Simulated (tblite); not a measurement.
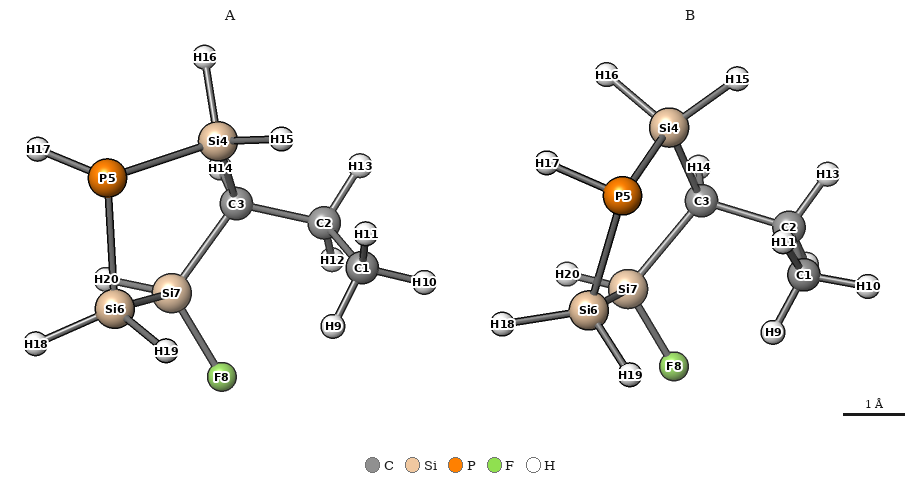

Two geometries of C₃H₁₂FPSi₃, drawn at one scale. One is the start of a relaxation, the other its converged end. Style: ball-and-stick. Shown from a free direction.

All numbers below come from tblite 0.8.0, GFN2-xTB geometry optimisation, gas phase. 

**Which one is relaxed?**

Structure B is the relaxed one. H17 moves most after the best rigid fit: 1.44 Å. By element the largest moves are H 1.44 Å, P 1.06 Å, F 0.51 Å, C 0.43 Å, Si 0.40 Å. Among the contacts that change: C3–Si4 1.817 → 1.924 Å, P5–H17 1.474 → 1.377 Å, Si6–Si7 2.227 → 2.318 Å, C3–Si7 1.840 → 1.916 Å. Among the angles between lasting bonds that change: Si4–P5–H17 109.1° → 95.3°, Si6–Si7–H20 106.0° → 119.4°, Si6–P5–H17 104.1° → 95.5°. Groups turn about C3–Si4 by about 50°, Si4–P5 by about 45°, P5–Si6 by about 30°. After 141 geometry steps the energy has fallen by 87.2 kJ/mol. The run took 2.8 s on 1 thread of Arm Neoverse N1 (shared host).
